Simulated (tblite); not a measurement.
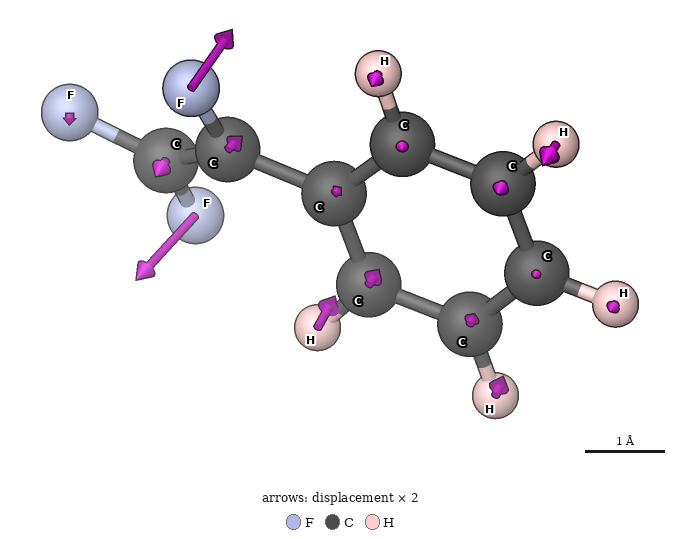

A relaxation of C₈H₅F₃. The starting structure is drawn; purple arrows show the displacements, 2 times their true length. The two geometries are superimposed by the best rigid fit.

The picture is a ball-and-stick view, seen from a free direction.

Level of theory: GFN2-xTB geometry optimisation, gas phase (tblite). 

Q: Atoms of which element are displaced furthest, and by how much?

A: Fluorine: up to 0.65 Å, against 0.31 Å for hydrogen.

Q: What did the optimiser do to the structure, and how much energy did it gain?

A: The energy falls by 0.179 eV in 74 geometry steps. The atom that moves furthest after the best rigid fit is an F atom (0.65 Å). By element the largest moves are F 0.65 Å, H 0.31 Å, C 0.18 Å. Some distances before and after: C–F 1.367 → 1.327 Å, C–F 1.373 → 1.353 Å, C–H 1.098 → 1.080 Å, C–C 1.476 → 1.458 Å. Among the angles between lasting bonds that change: F–C–F 118.8° → 110.1°, F–C–C 118.8° → 124.0°, F–C–C 122.4° → 125.9°. Groups turn about C–C by about 25°.
